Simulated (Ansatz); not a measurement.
**C2H8Al2Br2: one change and its effect**

System: C2H8Al2Br2, SMILES [CH3][AlH-]1[Br+][AlH-]([CH3])[Br+]1.
Method of the first run: RKS B2PLYP (frozen core)/def2-TZVPP (Ansatz 0.2.0).

The geometry comes from this level: PBE0-D4/def2-TZVP. Text and figures count atoms from 1; the logs count them from 0 in places.

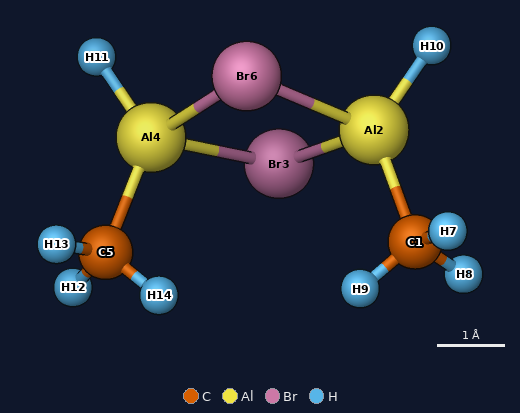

Figure 1. The structure (ball-and-stick view, seen at a tilt; atoms are numbered from 1 in the order of the input). Sticks mark near contacts.

**The input, the first run**
```yaml
crystal:
  periodic: [false, false, false]
  atoms:
    - {symbol: C, position_ang: [1.576712, 0.349628, 1.894259]}
    - {symbol: Al, position_ang: [-0.319658, 0.746341, 1.775933]}
    - {symbol: Br, position_ang: [-0.720860, 2.011729, -0.309662]}
    - {symbol: Al, position_ang: [-1.476893, -0.137128, -1.270089]}
    - {symbol: C, position_ang: [-0.028026, -0.875002, -2.330242]}
    - {symbol: Br, position_ang: [-1.483638, -1.264127, 0.930358]}
    - {symbol: H, position_ang: [1.778927, -0.354393, 2.707246]}
    - {symbol: H, position_ang: [2.154105, 1.257433, 2.094197]}
    - {symbol: H, position_ang: [1.957394, -0.090799, 0.969219]}
    - {symbol: H, position_ang: [-1.245909, 1.380888, 2.882723]}
    - {symbol: H, position_ang: [-2.983936, 0.053856, -1.691892]}
    - {symbol: H, position_ang: [0.129363, -0.287076, -3.239634]}
    - {symbol: H, position_ang: [-0.251236, -1.901484, -2.636854]}
    - {symbol: H, position_ang: [0.913614, -0.889856, -1.775563]}
basis:
  gaussian: {orbitals: def2-TZVPP}
hamiltonian: {xc: {name: B2PLYP}}
```

Launched with:
```bash
ansatz run in.yaml --threads 4 --pin off --events-out ev --progress --plain --max-ram 11315MiB
```

Hardware: 4 threads of Arm Neoverse V1, 23 GiB of memory available, shared host.

**Output (the first run)**
```
Functional definition: B2PLYP
  parameter a = 0.53
  parameter c = 0.27
  exchange = (1 - a)*b88_x + a*exact_x
  correlation = (1 - c)*lyp_c + c*(mp2_os + mp2_ss)
2130 factors; integrals over basis functions are off by at most 1.4e-3 eV
mean field evaluation 1: about -155450.2622 eV, gradient 5.9e1 eV
mean field evaluation 2: about -155450.4034 eV, gradient 5.9e1 eV
mean field evaluation 4: about -155458.2423 eV, gradient 3.1e0 eV
mean field evaluation 8: about -155458.2777 eV, gradient 2.4e-1 eV
mean field evaluation 16: about -155458.2778 eV, gradient 3.8e-5 eV
mean field -155458.27783596 eV, -5712.9863370661 hartree, gradient 5.4e-6 eV, S^2 0.000000; 0 other end points of the search recorded, 0 dependent functions left out
30 core orbitals not correlated: weight in the atoms' cores, before any rotation towards them, 1.000 or more for the frozen orbitals, at most 0.000 for the correlated occupied ones
reference -155458.27806258 eV, -5712.9863453942 hartree; 28, 28 occupied and 296, 296 virtual orbitals, 2130 factors
second order -35.42388439 eV of doubles, -0.00000000 eV of singles
Total energy: -155467.84251136 eV, -5713.3378324040 hartree
```

For the second run the input was changed thus:
```diff
-hamiltonian: {xc: {name: B2PLYP}}
+hamiltonian: {xc: {name: PBE-QIDH}}
```

How does the second run compare with the first run?

The total energies belong to different methods, so their difference says nothing on which is more stable or more accurate. The functional changes from B2PLYP to PBE-QIDH.

**Output (the second run)**
```
Functional definition: PBE-QIDH
  parameter a = 3^(-1/3)
  parameter c = 1/3
  exchange = (1 - a)*pbe_x + a*exact_x
  correlation = (1 - c)*pbe_c + c*(mp2_os + mp2_ss)
2130 factors; integrals over basis functions are off by at most 1.4e-3 eV
mean field evaluation 1: about -155433.6215 eV, gradient 4.9e1 eV
mean field evaluation 2: about -155433.8011 eV, gradient 4.9e1 eV
mean field evaluation 4: about -155439.3333 eV, gradient 2.5e0 eV
mean field evaluation 8: about -155439.3634 eV, gradient 1.8e-1 eV
mean field evaluation 16: about -155439.3635 eV, gradient 3.2e-5 eV
mean field -155439.36347359 eV, -5712.2912470696 hartree, gradient 5.6e-6 eV, S^2 0.000000; 0 other end points of the search recorded, 0 dependent functions left out
30 core orbitals not correlated: weight in the atoms' cores, before any rotation towards them, 0.999 or more for the frozen orbitals, at most 0.001 for the correlated occupied ones
reference -155439.36349002 eV, -5712.2912476736 hartree; 28, 28 occupied and 296, 296 virtual orbitals, 2130 factors
second order -33.06914207 eV of doubles, -0.00000000 eV of singles
Total energy: -155450.38653738 eV, -5712.6963371922 hartree
```

**The two runs side by side**

```tsv
quantity	the first run	the second run
outcome	converged	converged
total energy (hartree)	−5713.337832	−5712.696337
basis functions	354	354
wall time (shared host)	21 s	21 s
```
